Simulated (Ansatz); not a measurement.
```xyz
11

C    -0.3182   -1.4032    1.4090
O     0.3423   -0.2185    1.0467
Mo    0.1608    0.9773   -0.3658
N     1.6999    1.2011   -1.0986
N    -0.9380    0.3028   -1.5091
Cl   -0.6432    3.0167    0.2823
H     0.3605   -2.2524    1.2856
H    -1.2141   -1.5657    0.8023
H    -0.6076   -1.3353    2.4612
H     2.3819    1.2190   -1.8435
H    -1.1591    0.0013   -2.4496
```

Geometry: PBE0-D4/def2-TZVP; core potentials replace the inner electrons of Mo.

Level of theory: Ansatz 0.2.0, RKS PBE0-D4/def2-TZVPP.

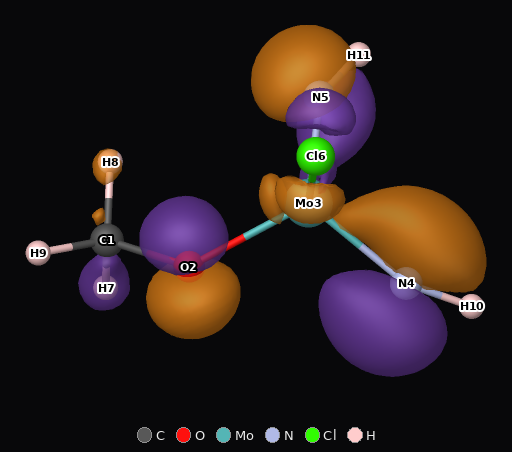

CH5ClMoN2O (SMILES C[O][Mo](=[NH])(=[NH])[Cl]). The HOMO at ±0.15 Å⁻³ᐟ² (orange and purple are the two phases), seen at a tilt.

> Describe this orbital and give its energy.

By Hirshfeld shares it lies mainly on N4 (about 35 %), O2 (about 15 %), N5 (about 15 %), Mo3 (about 10 %) and Cl6 (about 5 %); largely a combination of lone pairs on N4, O2, N5 and Cl6. Its energy is −7.87 eV.
